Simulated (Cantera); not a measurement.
Feed: 1 mol CaCO3, 0.045 mol H2O, at 3.00 bar.

Cantera equilibrium calculation (NASA polynomials, part measured and part estimated; ideal gas, pure solids and liquids). Candidate condensed phases: C, C6H6, C7H8, C8H18, Ca, CaCO3, CaO, Ca(OH)2, H2O; 115 gas species. The numbers say what is thermodynamically allowed, not how fast it happens.

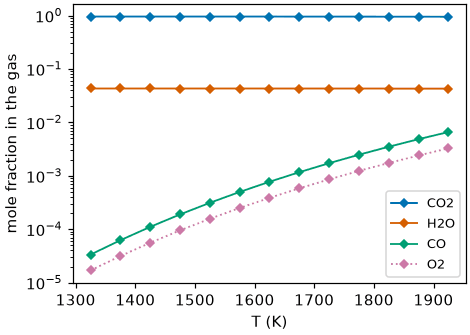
Figure: Equilibrium gas composition (values under 1e-9 drawn at 1e-9)

From 1325 K to 1925 K the condensed part is CaO(s).
